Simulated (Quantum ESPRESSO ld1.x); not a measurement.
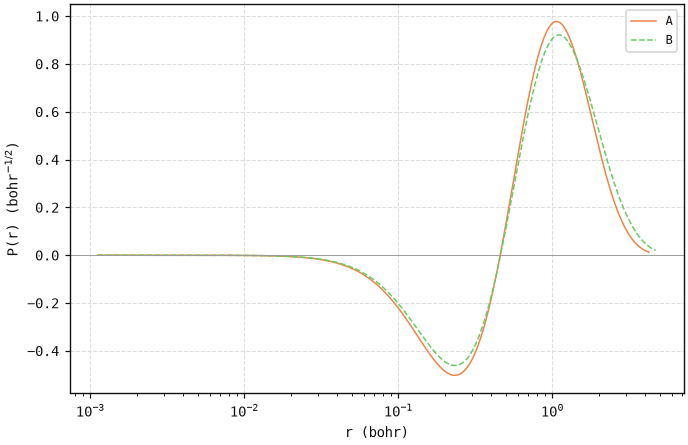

Two charge states of rhodium were computed: Rh³⁺ in [Kr] 4d6 (4d3/2: 4, 4d5/2: 2); Rh⁵⁺ in [Kr] 4d4 (4d3/2: 4). Level of theory: Dirac Kohn-Sham, PW91, spin-unpolarised, spherical densities, point nucleus. Computed with Quantum ESPRESSO ld1.x 7.5.

The plot shows P(r) = r R(r) of the 4d3/2 orbital in both runs (large components where relativistic).

**Which curve belongs to which run?**

A is Rh⁵⁺ in [Kr] 4d4 (4d3/2: 4) (⟨r⟩ = 1.25 bohr, eigenvalue −71.1 eV); B is Rh³⁺ in [Kr] 4d6 (4d3/2: 4, 4d5/2: 2) (⟨r⟩ = 1.36 bohr, eigenvalue −39.8 eV). Fewer electrons screen less, so the orbital shrinks.
